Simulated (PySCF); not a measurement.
## Run report: C₅H₁₁F, spin–spin coupling calculation

C₅H₁₁F (2-fluoro-2-methylbutane), computed with PBE0/pcSseg-0 indirect spin-spin coupling, non-relativistic, gas phase (PySCF 2.14.0).

The geometry comes from this level: GFN2-xTB. It belongs to a series of runs on one base structure; here: PBE0/pcSseg-0; damp 0.3. Figures and captions count atoms from 1; the log counts them from 0 in places.

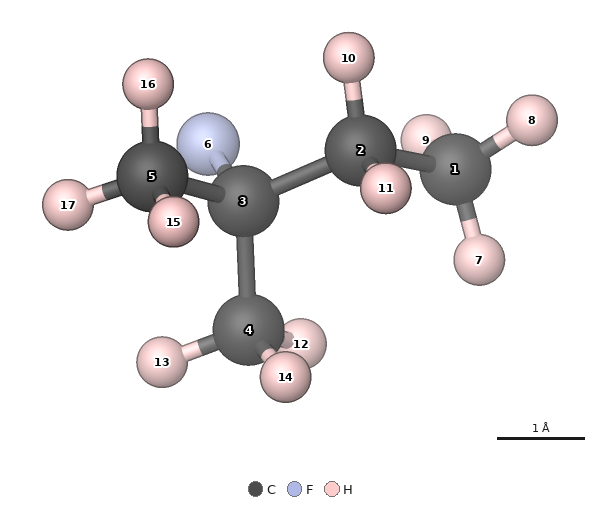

The input geometry (ball-and-stick view, seen at a tilt; atoms are numbered from 1 in the order of the input).

### Input
```
{"job": {"kind": "j", "xc": "PBE0", "basis": "pcSseg-0", "scf": {"damp": 0.3}}, "charge": 0, "multiplicity": 1}
C      1.919878    -0.737522     0.107101
C      0.833391     0.180150     0.657778
C     -0.362130     0.359045    -0.286071
C     -1.009844    -0.959427    -0.694297
C     -1.388907     1.315080     0.315296
F      0.118438     0.961516    -1.454641
H      1.578619    -1.768384     0.058979
H      2.796719    -0.699705     0.749275
H      2.210030    -0.415512    -0.890177
H      1.263239     1.168555     0.835033
H      0.463606    -0.203459     1.610028
H     -0.320123    -1.548583    -1.291711
H     -1.897137    -0.765393    -1.292218
H     -1.292861    -1.524604     0.188829
H     -1.827006     0.877954     1.207862
H     -0.915510     2.258761     0.575829
H     -2.177401     1.513557    -0.406805
```

The first line tells a small driver script what to run in PySCF; the rest is the geometry in Å.

Run as:
```bash
OMP_NUM_THREADS=1 python <driver script> task.json out
```

### Log
```
damping 0.30 in the first 6 cycles
final grid: 126736 points
cycle   1  E = -295.9415637154  dE =  3.498e-01  |g| = 5.185e-01  |ddm| = 3.626e+00
cycle   2  E = -295.9811593856  dE = -3.960e-02  |g| = 3.166e-01  |ddm| = 7.921e-01
cycle   3  E = -295.9917027669  dE = -1.054e-02  |g| = 1.926e-01  |ddm| = 4.048e-01
cycle   4  E = -295.9952582840  dE = -3.556e-03  |g| = 1.282e-01  |ddm| = 2.817e-01
cycle   5  E = -295.9966831803  dE = -1.425e-03  |g| = 8.617e-02  |ddm| = 1.875e-01
cycle   6  E = -295.9954977901  dE =  1.185e-03  |g| = 1.222e-01  |ddm| = 1.870e-01
cycle   7  E = -295.9932778477  dE =  2.220e-03  |g| = 1.705e-01  |ddm| = 2.606e-01
cycle   8  E = -295.9978610503  dE = -4.583e-03  |g| = 2.328e-03  |ddm| = 1.496e-01
cycle   9  E = -295.9978622916  dE = -1.241e-06  |g| = 5.465e-04  |ddm| = 2.477e-03
cycle  10  E = -295.9978623635  dE = -7.186e-08  |g| = 5.437e-05  |ddm| = 6.418e-04
cycle  11  E = -295.9978623640  dE = -5.532e-10  |g| = 2.078e-05  |ddm| = 1.086e-04
converged SCF energy = -295.9978623640

Indirect spin-spin couplings (Hz)
  i      j    bonds     total        FC       PSO       DSO        SD
  0 C    1 C    1     71.540    71.407    -0.078     0.211         -
  0 C    2 C    2     -4.701    -4.718    -0.028     0.045         -
  0 C    3 C    3      3.743     3.768    -0.044     0.019         -
  0 C    4 C    3      4.797     4.843     0.021    -0.067         -
  0 C    5 F    3      4.929     5.660    -0.783     0.047     0.005
  0 C    6 H    1    132.560   130.178     1.579     0.803         -
  0 C    7 H    1    135.753   133.410     1.595     0.747         -
  0 C    8 H    1    135.843   133.572     1.453     0.818         -
  0 C    9 H    2     -7.098    -7.163     0.167    -0.102         -
  0 C   10 H    2     -7.254    -7.283     0.159    -0.130         -
  0 C   11 H    4      0.562     0.357    -0.074     0.279         -
  0 C   12 H    4      0.409     0.567     0.148    -0.305         -
  0 C   15 H    4     -0.153    -0.039     0.111    -0.225         -
  0 C   16 H    4      1.789     1.975     0.148    -0.334         -
  1 C    2 C    1     78.964    79.477    -0.828     0.314         -
  1 C    3 C    2      1.437     1.537    -0.123     0.024         -
  1 C    4 C    2      2.748     2.891    -0.172     0.029         -
  1 C    5 F    2     53.847    54.291    -1.212     0.101     0.666
  1 C    6 H    2     -7.137    -7.205     0.152    -0.084         -
  1 C    7 H    2     -6.304    -6.370     0.167    -0.101         -
  1 C    8 H    2     -7.891    -8.006     0.167    -0.052         -
  1 C    9 H    1    136.636   134.164     1.378     1.095         -
  1 C   10 H    1    129.487   126.930     1.482     1.075         -
  1 C   11 H    3      1.623     1.610    -0.010     0.023         -
  1 C   12 H    3      6.981     7.213     0.176    -0.408         -
  1 C   13 H    3      1.304     1.224    -0.031     0.111         -
  1 C   14 H    3      0.738     0.702    -0.029     0.066         -
  1 C   15 H    3      3.251     3.179    -0.052     0.124         -
  1 C   16 H    3      7.464     7.710     0.161    -0.406         -
  2 C    3 C    1     80.851    81.412    -0.852     0.290         -
  2 C    4 C    1     80.987    81.519    -0.818     0.286         -
  2 C    5 F    1   -256.241  -315.354    33.634     1.198    24.281
  2 C    6 H    3      1.358     1.365    -0.097     0.089         -
  2 C    7 H    3      9.546     9.727     0.135    -0.316         -
  2 C    8 H    3      3.563     3.480    -0.066     0.148         -
  2 C    9 H    2     -9.042    -9.130    -0.084     0.172         -
  2 C   10 H    2     -3.511    -3.705     0.008     0.186         -
  2 C   11 H    2     -8.745    -8.817    -0.030     0.102         -
  2 C   12 H    2     -8.178    -8.156    -0.115     0.093         -
  2 C   13 H    2     -3.710    -3.844     0.009     0.125         -
  2 C   14 H    2     -3.788    -3.926     0.025     0.114         -
  2 C   15 H    2     -8.345    -8.348    -0.083     0.085         -
  2 C   16 H    2     -8.481    -8.496    -0.069     0.084         -
  3 C    4 C    2      2.259     2.411    -0.166     0.014         -
  3 C    5 F    2     56.379    58.090    -2.138     0.049     0.378
  3 C    6 H    4      0.316     0.141    -0.086     0.262         -
  3 C    9 H    3      5.482     5.720     0.196    -0.434         -
  3 C   10 H    3      0.671     0.612     0.030     0.028         -
  3 C   11 H    1    137.958   135.617     1.427     0.915         -
  3 C   12 H    1    137.875   135.529     1.461     0.886         -
  3 C   13 H    1    128.785   126.327     1.573     0.885         -
  3 C   14 H    3      0.886     0.863    -0.021     0.045         -
  3 C   15 H    3      7.705     7.971     0.177    -0.442         -
  3 C   16 H    3      2.937     2.912    -0.022     0.047         -
  4 C    5 F    2     57.010    58.648    -2.038     0.042     0.358
  4 C    6 H    4     -0.490    -0.359     0.125    -0.255         -
  4 C    7 H    4     -0.265    -0.134     0.150    -0.282         -
  4 C    8 H    4     -0.559    -0.406     0.122    -0.275         -
  4 C    9 H    3      2.935     2.871    -0.034     0.099         -
  4 C   10 H    3      1.099     1.035    -0.029     0.094         -
  4 C   11 H    3      7.496     7.759     0.174    -0.436         -
  4 C   12 H    3      3.970     3.912    -0.039     0.097         -
  4 C   13 H    3      0.360     0.371     0.000    -0.010         -
  4 C   14 H    1    128.944   126.531     1.553     0.860         -
  4 C   15 H    1    137.617   135.305     1.439     0.873         -
  4 C   16 H    1    138.069   135.754     1.443     0.872         -
  5 F    8 H    4      0.818     0.461    -0.809     1.279    -0.113
  5 F    9 H    3      8.283     6.501     1.959     0.313    -0.489
  5 F   10 H    3     29.357    30.772     0.672    -1.817    -0.271
  5 F   11 H    3     10.880     9.638     1.373     0.313    -0.443
  5 F   12 H    3      3.337     1.925     1.827    -0.046    -0.369
  5 F   13 H    3     38.254    39.658     0.714    -1.843    -0.275
  5 F   14 H    3     39.387    40.925     0.618    -1.862    -0.294
  5 F   15 H    3      6.046     4.678     1.700     0.057    -0.389
  5 F   16 H    3      8.303     7.014     1.569     0.156    -0.436
  6 H    7 H    2    -13.703   -12.422     1.030    -2.310         -
  6 H    8 H    2    -13.149   -11.974     0.962    -2.137         -
  6 H    9 H    3      7.393     8.940     1.043    -2.590         -
  6 H   10 H    3      3.249     3.385    -0.056    -0.079         -
  6 H   11 H    5      1.114    -0.210    -1.037     2.361         -
  6 H   12 H    5     -0.577    -0.046     0.413    -0.944         -
  6 H   13 H    5      0.509    -0.019    -0.474     1.002         -
  6 H   14 H    5     -0.323     0.019     0.282    -0.624         -
  6 H   15 H    5     -0.644     0.018     0.537    -1.198         -
  6 H   16 H    5     -0.720    -0.088     0.512    -1.145         -
  7 H    8 H    2    -13.948   -12.690     1.017    -2.275         -
  7 H    9 H    3      3.146     3.231    -0.082    -0.002         -
  7 H   10 H    3      1.363     1.739     0.131    -0.507         -
  7 H   11 H    5     -0.545     0.004     0.412    -0.961         -
  7 H   12 H    5     -0.948    -0.089     0.653    -1.512         -
  7 H   13 H    5     -0.525     0.006     0.384    -0.915         -
  7 H   14 H    5     -0.464     0.010     0.418    -0.892         -
  7 H   15 H    5     -0.396     0.011     0.361    -0.768         -
  7 H   16 H    5     -0.424     0.311     0.585    -1.320         -
  8 H    9 H    3      1.570     1.830     0.086    -0.346         -
  8 H   10 H    3      7.608     9.159     1.055    -2.606         -
  8 H   11 H    5      0.652     0.003    -0.555     1.203         -
  8 H   12 H    5     -0.598    -0.006     0.392    -0.984         -
  8 H   13 H    5     -0.518     0.051     0.381    -0.950         -
  8 H   14 H    5     -0.661     0.026     0.545    -1.232         -
  8 H   15 H    5     -0.430     0.030     0.311    -0.771         -
  8 H   16 H    5     -0.754    -0.072     0.463    -1.145         -
  9 H   10 H    2    -13.497   -12.721     0.860    -1.636         -
  9 H   11 H    4     -1.241    -0.334     0.678    -1.586         -
  9 H   13 H    4     -0.652     0.185     0.679    -1.515         -
  9 H   14 H    4     -0.443    -0.158     0.166    -0.451         -
  9 H   15 H    4      0.787    -0.194    -0.821     1.801         -
  9 H   16 H    4     -0.961    -0.156     0.597    -1.403         -
 10 H   11 H    4     -0.533    -0.073     0.297    -0.757         -
 10 H   12 H    4     -0.891    -0.111     0.610    -1.390         -
 10 H   13 H    4      0.835     0.112    -0.665     1.389         -
 10 H   14 H    4      0.992     0.234    -0.703     1.461         -
 10 H   15 H    4     -0.304    -0.177     0.032    -0.159         -
 10 H   16 H    4     -0.632     0.212     0.645    -1.489         -
 11 H   12 H    2    -13.529   -12.494     0.934    -1.969         -
 11 H   13 H    2    -13.616   -12.497     0.947    -2.066         -
 11 H   14 H    4     -0.610     0.297     0.668    -1.575         -
 11 H   15 H    4      1.174     2.252     0.809    -1.887         -
 11 H   16 H    4     -0.981    -0.164     0.575    -1.393         -
 12 H   13 H    2    -13.477   -12.328     0.984    -2.133         -
 12 H   14 H    4     -0.364    -0.188     0.022    -0.198         -
 12 H   15 H    4     -0.823     0.062     0.639    -1.523         -
 12 H   16 H    4      0.678    -0.207    -0.755     1.639         -
 13 H   14 H    4      0.861     0.292    -0.568     1.137         -
 13 H   15 H    4     -0.904    -0.031     0.646    -1.519         -
 13 H   16 H    4     -0.570    -0.131     0.249    -0.687         -
 14 H   15 H    2    -13.518   -12.354     1.004    -2.167         -
 14 H   16 H    2    -13.612   -12.448     1.004    -2.168         -
 15 H   16 H    2    -13.347   -12.253     0.974    -2.069         -
```

### Results in brief

| quantity | value |
| --- | --- |
| outcome | converged |
| total energy | −295.997862 hartree |
| HOMO | −8.80 eV |
| LUMO | 1.97 eV |
| dipole moment | 1.93 D |
| hardware | 1 CPU thread, shared host |
| wall time | 28 s |
| peak memory | 0.79 GiB |

### Remarks

Settings chosen away from the usual ones: PBE0/pcSseg-0; damp 0.3.
